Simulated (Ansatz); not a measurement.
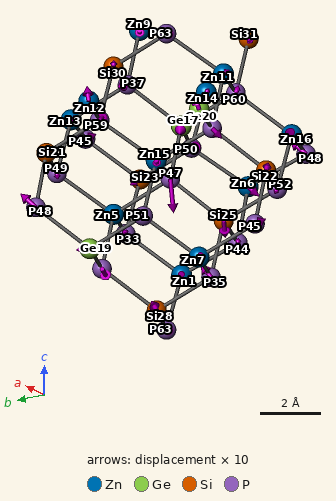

A relaxation of a crystal of Zn16Ge4Si12P32 (a generated structure, set up in P1). The starting structure is drawn; purple arrows show the displacements, 10 times their true length.

Style: ball-and-stick. Shown: the atoms within 5.8 Å of the atom that moves most (axes of the cell of the calculation), from a free direction.

Level of theory: Ansatz, DFT, PBEsol, PAW, plane waves. Set-up: plane-wave cutoff 420 eV; k-point mesh 1 × 1 × 1; mesh shifted by (0.25, 0.25, 0.25); no spin polarisation; cell relaxed at fixed alpha, beta, gamma; force threshold 0.03 eV/Å; at most 80 steps.

Q: Atoms of which element are displaced furthest, and by how much?

A: Phosphorus: up to 0.12 Å, against 0.08 Å for silicon.

Q: What did the optimiser do to the structure, and how much energy did it gain?

A: After 4 accepted moves (5 points after the start) the energy has fallen by 0.885 eV per cell of the calculation. Largest force component: 1.1 eV/Å at the start, 0.0042 eV/Å at the end. Pressure: 0.16 GPa at the start and 0.00 GPa at the end. The SCF was repeated once at an unchanged geometry on a basis and grid sized afresh for the cell, which shifted the energy by less than 0.05 meV per cell of the calculation at most. The largest move relative to the cell is that of a P atom, 0.12 Å along [−1 0 −3]. Largest moves by element: P 0.12 Å, Si 0.08 Å, Ge 0.06 Å, Zn 0.06 Å. The drawn cell changes at constant volume: a 10.741 → 10.743 Å (0.0 %), b 10.741 → 10.742 Å (0.0 %), c 10.511 → 10.508 Å (0.0 %). Some distances before and after: Ge–P 2.235 → 2.322 Å, P–Si 2.317 → 2.242 Å, P–Si 2.328 → 2.264 Å, P–Zn 2.401 → 2.339 Å. Among the angles between lasting bonds that change: Zn–P–Ge 113.6° → 108.8°, P–Si–P 105.6° → 109.4°, P–Si–P 112.0° → 108.5°. The space group stays P1 (No. 1). The run took 5.5 min on 7 threads of Arm Neoverse-V2, peak memory 2.3 GiB.
